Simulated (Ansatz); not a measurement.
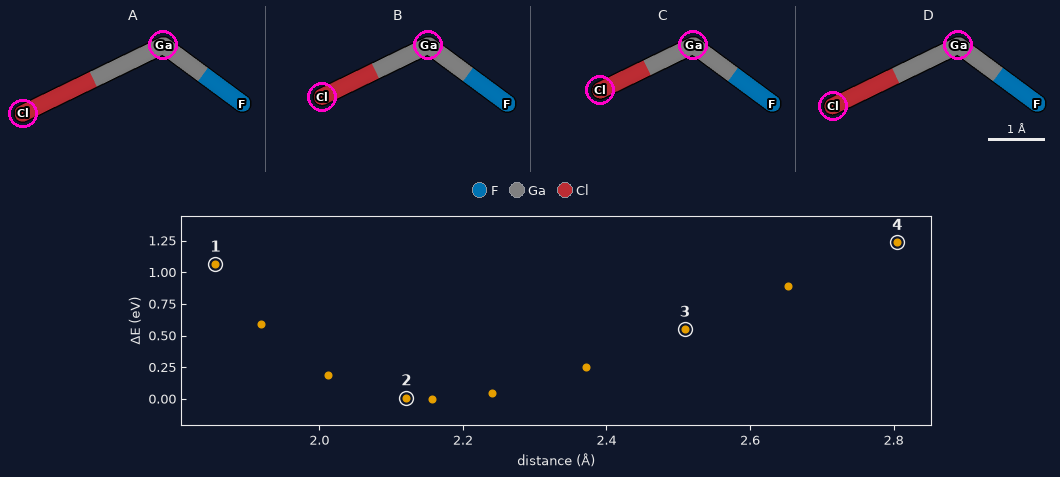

A scan of GaClF (multiplicity 2): the Ga–Cl bond length is varied, with the rest of the molecule carried along rigidly. The frames are shuffled; the numbered points of the plot belong to them. Style: stick. Shown face on. The ringed atoms are those of the scanned coordinate.

Single-point energies from Ansatz with CCSD(T) in the def2-TZVPP basis, on geometries moved rigidly from the minimum at PBE0-D4/def2-TZVP. Coupled cluster with a frozen core. Energies are counted from the PBE0-D4/def2-TZVP minimum geometry at the same level.

**Which frame belongs to which numbered point?**

Point 1 is frame C (the distance 1.855 Å, 1.065 eV); 2 is frame B (the distance 2.121 Å, 0.009 eV); 3 is frame D (the distance 2.509 Å, 0.550 eV); 4 is frame A (the distance 2.805 Å, 1.236 eV). Of the computed points the lowest is at the distance 2.157 Å, 0.000 eV. At the ends of the scan the energy is 1.065 eV (1.855 Å) and 1.236 eV (2.805 Å). The curvature at the lowest point is about 15 eV/Å² (2.4 mdyn/Å). The well is steeper on the short side, as for any bond.
